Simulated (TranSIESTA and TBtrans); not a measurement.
Junction: Cu rod with one adsorbed H atom. Leads: fcc Cu rod along [100], layers of 5 and 4 atoms, a = 3.63 Å. Geometry: as built, not relaxed. Transport runs along z; the first 18 and the last 18 of the 73 atoms are the lead cells, repeated to infinity.

```xyz
73
Lattice="13.634 0.000 0.000 0.000 13.634 0.000 0.000 0.000 29.040" Properties=species:S:1:pos:R:3 pbc="F F T"
Cu     6.817     6.817     0.000
Cu     9.384     6.817     0.000
Cu     6.817     9.384     0.000
Cu     4.250     6.817     0.000
Cu     6.817     4.250     0.000
Cu     8.100     8.100     1.815
Cu     5.533     8.100     1.815
Cu     8.100     5.533     1.815
Cu     5.533     5.533     1.815
Cu     6.817     6.817     3.630
Cu     9.384     6.817     3.630
Cu     6.817     9.384     3.630
Cu     4.250     6.817     3.630
Cu     6.817     4.250     3.630
Cu     8.100     8.100     5.445
Cu     5.533     8.100     5.445
Cu     8.100     5.533     5.445
Cu     5.533     5.533     5.445
Cu     6.817     4.250     7.260
Cu     4.250     6.817     7.260
Cu     6.817     6.817     7.260
Cu     9.384     6.817     7.260
Cu     6.817     9.384     7.260
Cu     5.533     5.533     9.075
Cu     8.100     5.533     9.075
Cu     5.533     8.100     9.075
Cu     8.100     8.100     9.075
Cu     6.817     4.250    10.890
Cu     4.250     6.817    10.890
Cu     6.817     6.817    10.890
Cu     9.384     6.817    10.890
Cu     6.817     9.384    10.890
Cu     5.533     5.533    12.705
Cu     8.100     5.533    12.705
Cu     5.533     8.100    12.705
Cu     8.100     8.100    12.705
Cu     6.817     4.250    14.520
Cu     4.250     6.817    14.520
Cu     6.817     6.817    14.520
Cu     9.384     6.817    14.520
Cu     6.817     9.384    14.520
Cu     5.533     5.533    16.335
Cu     8.100     5.533    16.335
Cu     5.533     8.100    16.335
Cu     8.100     8.100    16.335
Cu     6.817     4.250    18.150
Cu     4.250     6.817    18.150
Cu     6.817     6.817    18.150
Cu     9.384     6.817    18.150
Cu     6.817     9.384    18.150
Cu     5.533     5.533    19.965
Cu     8.100     5.533    19.965
Cu     5.533     8.100    19.965
Cu     8.100     8.100    19.965
H      6.817     3.650    16.335
Cu     6.817     6.817    21.780
Cu     9.384     6.817    21.780
Cu     6.817     9.384    21.780
Cu     4.250     6.817    21.780
Cu     6.817     4.250    21.780
Cu     8.100     8.100    23.595
Cu     5.533     8.100    23.595
Cu     8.100     5.533    23.595
Cu     5.533     5.533    23.595
Cu     6.817     6.817    25.410
Cu     9.384     6.817    25.410
Cu     6.817     9.384    25.410
Cu     4.250     6.817    25.410
Cu     6.817     4.250    25.410
Cu     8.100     8.100    27.225
Cu     5.533     8.100    27.225
Cu     8.100     5.533    27.225
Cu     5.533     5.533    27.225
```

Run with TranSIESTA and TBtrans (open boundaries, self-consistent; PseudoDojo norm-conserving potentials, scalar-relativistic): PAO.BasisSize SZP, PAO.EnergyShift 0.15 eV, XC.Authors PBE, Mesh.Cutoff 150 Ry, ElectronicTemperature 300 K, TBT.Elecs.Eta 0.001 eV, no spin polarisation.

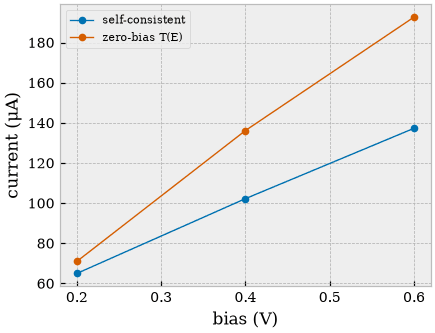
Figure. Current against bias

```json
[
 {"V (V)": "0.2", "I self-consistent (μA)": "65.0", "I from the zero-bias T(E) (μA)": "71.0"},
 {"V (V)": "0.4", "I self-consistent (μA)": "102", "I from the zero-bias T(E) (μA)": "136"},
 {"V (V)": "0.6", "I self-consistent (μA)": "137", "I from the zero-bias T(E) (μA)": "193"}
]
```

Positive bias raises the left lead's chemical potential. The energy step is 0.02 eV; narrower resonances are cut or missed.

The leads' channel count changes near 0.01 eV, within the thermal window, so values at the Fermi level hang on where that band edge falls.
